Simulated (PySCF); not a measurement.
Se(SH)(SiH3), SMILES [SiH3][Se]S (H4SSeSi) at its CAM-B3LYP/def2-SVP optimised geometry (Å):

```
7

Se    -1.2968    -0.3958     0.0000
S     -1.5181     1.8280     0.0000
H     -1.5476     1.9895    -1.3413
Si     0.9972    -0.3958     0.0000
H      1.5181     0.3129     1.1959
H      1.5141     0.2526    -1.2331
H      1.4016    -1.8280     0.0309
```

Method: CAM-B3LYP/def2-TZVP in PySCF 2.14.0.

Map of the deformation density (molecule minus spherical neutral atoms) (e/bohr³) on the plane z = 0.6 Å:

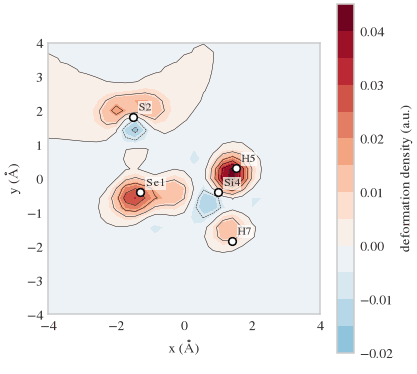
Fig. 1. Deformation density (molecule minus spherical neutral atoms) (e/bohr³) on the plane z = 0.6 Å.
